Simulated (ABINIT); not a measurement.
**LiBH4 (F-43m): G0W0 with ABINIT, start to end**

Wanted: ground state, empty states, screening and self-energy for LiBH4 (F-43m).

Method: PBEsol and many-body steps on it, plane waves, in ABINIT 10.8.3.

## (1) The structure

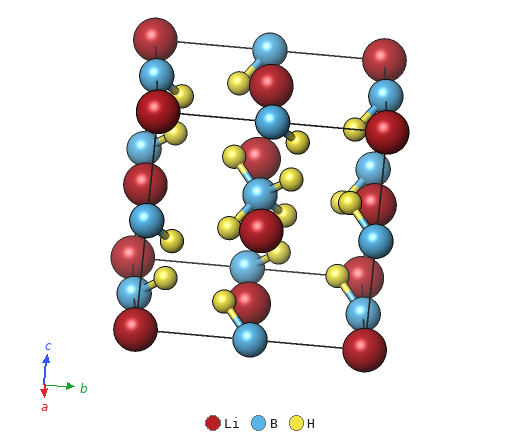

Start, viewed slightly off an axis; lithium red, boron blue, hydrogen yellow. This picture shows the conventional cell, with its axes. Some periodic images of atoms are drawn too.

The cell and positions are those that the Materials Project relaxed with its own functionals (PBE, PBE+U or r2SCAN), kept fixed.

## (2) Ground state

This step: ABINIT 10.8.3; DFT, PBEsol, plane waves, norm-conserving pseudopotentials.

The ground-state density comes first.

run.abi

```
acell 3*1.0 Angstrom
rprim 
  0.000000000000 2.855319000000 2.855319000000
  2.855319000000 0.000000000000 2.855319000000
  2.855319000000 2.855319000000 0.000000000000
ntypat 3
znucl 3 5 1
natom 6
typat 1 2 3 3 3 3
xred 
  0.000000000000 0.000000000000 0.000000000000
  0.500000000000 0.500000000000 0.500000000000
  0.376786667500 0.376786667500 0.376786667500
  0.869639997500 0.376786667500 0.376786667500
  0.376786667500 0.376786667500 0.869639997500
  0.376786667500 0.869639997500 0.376786667500
pp_dirpath "pseudos"
pseudos "Li.upf, B.upf, H.upf"
ecut 34
ngkpt 6 6 6
nshiftk 1
shiftk 0 0 0
kptopt 1
chksymbreak 0
nband 12
occopt 1
tolvrs 1e-10
nstep 60
prtwf 0
optforces 0
optstress 0
indata_prefix "in"
outdata_prefix "out"
tmpdata_prefix "tmp"
```

Run with:

```sh
OMP_NUM_THREADS=1 mpirun -n 4 abinit run.abi > log
```

Numbers of over 12 decimals in the logs are rounded to 6 here.

Output:

```text
.Version 10.8.3 of ABINIT. v10.8.2 released Aug 2026.

 Symmetries : space group F-4 3 m (#216); Bravais cF (face-center cubic)
================================================================================
 Values of the parameters that define the memory need of the present run
     intxc =       0    ionmov =       0      iscf =       7    lmnmax =       4
     lnmax =       4     mgfft =      45  mpssoang =       2    mqgrid =    3001
     natom =       6  nloc_mem =       1    nspden =       1   nspinor =       1
    nsppol =       1      nsym =      24    n1xccc =    2501    ntypat =       3
    occopt =       1   xclevel =       2
-    mband =          12        mffmem =           1         mkmem =           4
       mpw =        2993          nfft =       91125          nkpt =          16
================================================================================
  Rough estimation (10% accuracy) of disk space for files :
================================================================================

--------------------------------------------------------------------------------
------------- Echo of variables that govern the present computation ------------
--------------------------------------------------------------------------------
 -outvars: echo values of preprocessed input variables --------
            acell      1.8897261259E+00  1.8897261259E+00  1.8897261259E+00 Bohr

      chksymbreak           0
             ecut      3.40000000E+01 Hartree
-          fftalg         312

              ixc     -116133
              kpt      0.00000000E+00  0.00000000E+00  0.00000000E+00
                       1.66666667E-01  0.00000000E+00  0.00000000E+00
                       3.33333333E-01  0.00000000E+00  0.00000000E+00
                       5.00000000E-01  0.00000000E+00  0.00000000E+00
                       1.66666667E-01  1.66666667E-01  0.00000000E+00
                       3.33333333E-01  1.66666667E-01  0.00000000E+00
                       5.00000000E-01  1.66666667E-01  0.00000000E+00
                      -3.33333333E-01  1.66666667E-01  0.00000000E+00
                      -1.66666667E-01  1.66666667E-01  0.00000000E+00
   [... 5 further rows ...]
                      -3.33333333E-01  3.33333333E-01  1.66666667E-01
                      -3.33333333E-01  5.00000000E-01  1.66666667E-01
         kptrlatt        6    0    0      0    6    0      0    0    6
          kptrlen      4.57846344E+01
P           mkmem           4
            natom           6
            nband          12
            ngfft          45      45      45
             nkpt          16
            nstep          60
             nsym          24
           ntypat           3
              occ      2.000000  2.000000  2.000000  2.000000  2.000000  0.000000
                       0.000000  0.000000  0.000000  0.000000  0.000000  0.000000
        optforces           0
        optstress           0
            prtwf           0
            rprim      0.0000000000E+00  2.8553190000E+00  2.8553190000E+00
[...]
spgroup         216

           tolvrs      1.00000000E-10

             xred      0.0000000000E+00  0.0000000000E+00  0.0000000000E+00
[...]
znucl        3.00000    5.00000    1.00000

================================================================================

 chkinp: Checking input parameters for consistency.

================================================================================
== DATASET  1 ==================================================================
-   mpi_nproc: 4, omp_nthreads: 1 (-1 if OMP is not activated)

--- !DatasetInfo
iteration_state: {dtset: 1, }
dimensions: {natom: 6, nkpt: 16, mband: 12, nsppol: 1, nspinor: 1, nspden: 1, mpw: 2993, }
cutoff_energies: {ecut:  34.0, pawecutdg:  -1.0, }
electrons: {nelect:   1.00000000E+01, charge:   0.00000000E+00, occopt:   1.00000000E+00, tsmear:   1.00000000E-02, }

 Real(R)+Recip(G) space primitive vectors, cartesian coordinates (Bohr,Bohr^-1):
 R(1)=  0.0000000  5.3957709  5.3957709  G(1)= -0.0926652  0.0926652  0.0926652
 R(2)=  5.3957709  0.0000000  5.3957709  G(2)=  0.0926652 -0.0926652  0.0926652
 R(3)=  5.3957709  5.3957709  0.0000000  G(3)=  0.0926652  0.0926652 -0.0926652
 Unit cell volume ucvol=  3.1418866E+02 bohr^3
 Angles (23,13,12)=  6.00000000E+01  6.00000000E+01  6.00000000E+01 degrees

 getcut: wavevector=  0.0000  0.0000  0.0000  ngfft=  45  45  45
         ecut(hartree)=     34.000   => boxcut(ratio)=   2.19674

--- Pseudopotential description ------------------------------------------------
- Li Generated using ONCVPSP code by D. R. Hamann
-  3.00000   3.00000  180301                  znucl, zion, pspdat
12 -116133 1 -1 1944                          pspcod,pspxc,lmax,lloc,mmax
     nproj     2     2
  pspatm : epsatm=    2.60875052
         --- l  ekb(1:nproj) -->
[...]
pspatm: atomic psp has been read  and splines computed

- B Generated using ONCVPSP code by D. R. Hamann
-  5.00000   3.00000  180301                  znucl, zion, pspdat
12 -116133 1 -1 1534                          pspcod,pspxc,lmax,lloc,mmax
     nproj     2     2
  pspatm : epsatm=    3.20154509
         --- l  ekb(1:nproj) -->
[...]
pspatm: atomic psp has been read  and splines computed

- H Generated using ONCVPSP code by D. R. Hamann
-  1.00000   1.00000  180301                  znucl, zion, pspdat
12 -116133 1 -1 1180                          pspcod,pspxc,lmax,lloc,mmax
     nproj     2     1
  pspatm : epsatm=    0.35585368
         --- l  ekb(1:nproj) -->
[...]
1   -0.494138
 pspatm: atomic psp has been read  and splines computed

   7.23371032E+01                                ecore*ucvol(ha*bohr**3)
--------------------------------------------------------------------------------

_setup2: Arith. and geom. avg. npw (full set) are    2974.319    2974.292

================================================================================

--- !BeginCycle
iteration_state: {dtset: 1, }
solver: {iscf: 7, nstep: 60, nline: 4, wfoptalg: 0, }
tolerances: {tolvrs: 1.00E-10, }

     iter   Etot(hartree)      deltaE(h)  residm     vres2
 ETOT  1  -12.365769882513    -1.237E+01 4.902E-02 7.421E+02
 ETOT  2  -12.442883637619    -7.711E-02 1.416E-03 5.304E+01
 ETOT  3  -12.448443296157    -5.560E-03 8.526E-04 3.383E+00
 ETOT  4  -12.448597432417    -1.541E-04 2.574E-05 1.704E-01
 ETOT  5  -12.448605909441    -8.477E-06 1.218E-05 1.481E-02
 ETOT  6  -12.448606382352    -4.729E-07 4.667E-06 5.834E-04
 ETOT  7  -12.448606393809    -1.146E-08 1.264E-06 2.435E-05
 ETOT  8  -12.448606394395    -5.859E-10 1.475E-06 1.933E-07
 ETOT  9  -12.448606394408    -1.272E-11 3.999E-07 2.838E-09
 ETOT 10  -12.448606394408     1.918E-13 4.617E-07 2.300E-11

 At SCF step   10       vres2   =  2.30E-11 < tolvrs=  1.00E-10 =>converged.

--- !ResultsGS
iteration_state: {dtset: 1, }
comment   : Summary of ground state results
lattice_vectors:
- [  0.0000000,   5.3957709,   5.3957709, ]
- [  5.3957709,   0.0000000,   5.3957709, ]
- [  5.3957709,   5.3957709,   0.0000000, ]
lattice_lengths: [   7.63077,    7.63077,    7.63077, ]
lattice_angles: [ 60.000,  60.000,  60.000, ] # degrees, (23, 13, 12)
lattice_volume:   3.1418866E+02
convergence: {deltae:  1.918E-13, res2:  2.300E-11, residm:  4.617E-07, diffor:  0.000E+00, }
etotal    :  -1.24486064E+01
entropy   :   0.00000000E+00
fermie    :  -7.08920318E-02
cartesian_stress_tensor: null
pressure_GPa: null
xred      :
- [  0.0000E+00,   0.0000E+00,   0.0000E+00, Li]
- [  5.0000E-01,   5.0000E-01,   5.0000E-01,  B]
- [  3.7679E-01,   3.7679E-01,   3.7679E-01,  H]
- [  8.6964E-01,   3.7679E-01,   3.7679E-01,  H]
- [  3.7679E-01,   3.7679E-01,   8.6964E-01,  H]
- [  3.7679E-01,   8.6964E-01,   3.7679E-01,  H]
cartesian_forces: null
force_length_stats: {min: null, max: null, mean: null, }

 Integrated electronic density in atomic spheres:
 ------------------------------------------------
 Atom  Sphere_radius  Integrated_density
[...]
================================================================================

 ----iterations are completed or convergence reached----

 Mean square residual over all n,k,spin=   24.081E-10; max=  46.170E-08
 reduced coordinates (array xred) for    6 atoms
[...]
0.500000000000      0.500000000000      0.500000000000
       0.376786667500      0.376786667500      0.376786667500
       0.869639997500      0.376786667500      0.376786667500
       0.376786667500      0.376786667500      0.869639997500
       0.376786667500      0.869639997500      0.376786667500
 rms dE/dt=  0.0000E+00; max dE/dt=  0.0000E+00; dE/dt below (all hartree)
    1       0.000000000000      0.000000000000      0.000000000000
    2       0.000000000000      0.000000000000      0.000000000000
    3       0.000000000000      0.000000000000      0.000000000000
    4       0.000000000000      0.000000000000      0.000000000000
    5       0.000000000000      0.000000000000      0.000000000000
    6       0.000000000000      0.000000000000      0.000000000000

 cartesian coordinates (angstrom) at end:
    1      0.000000     0.000000     0.000000
    2      2.855319     2.855319     2.855319
    3      2.151692     2.151692     2.151692
    4      2.151692     3.558946     3.558946
    5      3.558946     3.558946     2.151692
    6      3.558946     2.151692     3.558946
 length scales=  1.889726125908  1.889726125908  1.889726125908 bohr
              =  1.000000000000  1.000000000000  1.000000000000 angstroms
 prteigrs : about to open file out_EIG
 Fermi (or HOMO) energy (hartree) =  -0.07089   Average Vxc (hartree)=  -0.30004
 Eigenvalues (hartree) for nkpt=  16  k points:
 kpt#   1, nband= 12, wtk=  0.00463, kpt=  0.0000  0.0000  0.0000 (reduced coord)
  -1.67503   -0.35746   -0.07089   -0.07089   -0.07089    0.19439    0.25260    0.25260
   0.25260    0.32405    0.38658    0.38658
 prteigrs : prtvol=0 or 1, do not print more k-points.

--- !EnergyTerms
iteration_state     : {dtset: 1, }
comment             : Components of total free energy in Hartree
kinetic             :  9.47867966732239E+00
hartree             :  2.82203960605937E+00
xc                  : -4.25099606206456E+00
Ewald energy        : -6.29401107506731E+00
psp_core            :  2.30234609957626E-01
local_psp           : -9.58613257785255E+00
non_local_psp       : -4.84842056276274E+00
total_energy        : -1.24486063944078E+01
total_energy_eV     : -3.38743836822419E+02
band_energy         : -4.69295657458119E+00

== END DATASET(S) ==============================================================
================================================================================

 -outvars: echo values of variables after computation  --------
           etotal     -1.2448606394E+01
            nband          12
             nkpt          16
          spgroup         216
 [... the other variables as echoed above ...]

 Calculation completed.
```

It took 8.5 s on 4 MPI ranks of Intel Xeon 6975P-C (Granite Rapids), shared host; peak memory 0.35 GiB.

This step gave:

```yaml
total_energy: -338.7438 eV
gap: 5.992 eV
k_of_the_valence_top: 0, 0, 0
k_of_the_conduction_bottom: 0.5, 0, 0
least_direct_gap: 6.297 eV
```

The gap is indirect, with the least direct gap 0.31 eV higher.

(Part 1 of 3 ends here.)

[Paths, hosts, dates, memory and timing lines, banners, echoed tables and standing remarks are left out of the program output.]

[Logs are printed without paths, hosts, clocks, repeated set-up lines and the standing remarks that a program may print on its own settings, such as how far it seeks lower states.]

[Runs of the session that timed out or met a known fault of the program may be left out.]

[Hosts, paths, dates, database ids (printed as entryN), source tags and the programs' standing remarks are cut or masked in the printed files.]

[G0W0 gaps are taken among the corrected bands and points alone; a level outside them can change the order at an edge.]

[Where Ansatz stands beside ABINIT at settings called matched, ABINIT's density can come from a denser mesh and the files from another edition; pairs whose starting gaps differed by over 0.03 eV were left out, so agreement reads better than it is.]
